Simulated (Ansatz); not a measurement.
A relaxed structure of CuCl. Calculation: PBE (plane waves to 420 eV, PAW, scalar-relativistic; Ansatz, a quantum-chemistry and plane-wave program).

F-43m (No. 216), cF8, zinc blende type; a = b = c = 5.424 Å, α = β = γ = 90.00°.

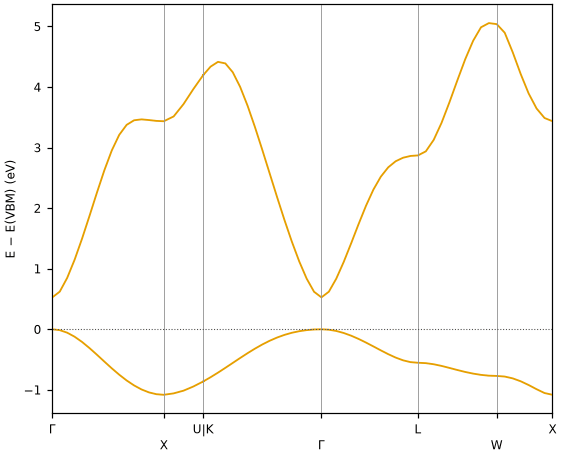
Highest filled and lowest empty band along the path of this cell's Brillouin zone

**Question.** Read off the gap and say whether it is direct.

**Answer.** 0.53 eV, direct at Γ (no spin-orbit coupling).

**Question.** How far does the top valence band disperse along this path?

**Answer.** About 1.1 eV.

No spin polarisation in the result.

Measured for CuCl: a 5.4093 Å (0 K or low temperature; as listed in arXiv:1206.3780); gap 3.39 eV (0 K or low temperature; as listed in arXiv:1206.3780). Computed minus measured — a: PBE +0.3 %; gap: PBE -2.86 eV. The computed values are for a static lattice, and a measured gap can be an optical one, lowered by exciton binding.

The run could not lose the symmetry of its start; a randomly shaken copy of 2 atoms returns to this structure.

All atoms sit on sites fixed by symmetry, so only the cell could relax.
